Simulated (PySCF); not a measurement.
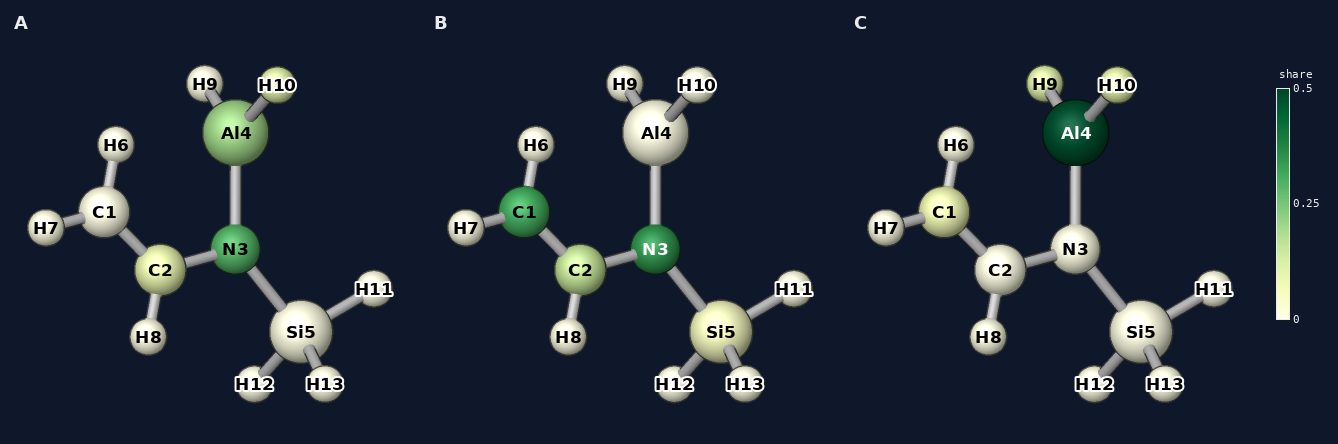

Each panel colours the atoms by their Löwdin share in one orbital (up to four of the largest shares; other atoms are shown as zero). The computed structure is the end point of a GFN2-xTB optimisation. No frequency run is at hand to confirm it as a minimum. Computed with PBE0/def2-SVPD (PySCF 2.14.0).

**The panels show the HOMO−2, HOMO, LUMO, in some order. Which is which?**

A: HOMO−2, −9.11 eV; N3 0.29, Al4 0.20, H10 0.10, C2 0.09
B: HOMO, −6.39 eV; N3 0.34, C1 0.31, C2 0.15, Si5 0.05
C: LUMO, −1.03 eV; Al4 0.48, H9 0.10, H10 0.10, C1 0.07

The geometry is semi-empirical. Around Al, Si such bond lengths and angles can be off by a tenth of an ångström or more and by several degrees, and values that hang on the shape move with them.
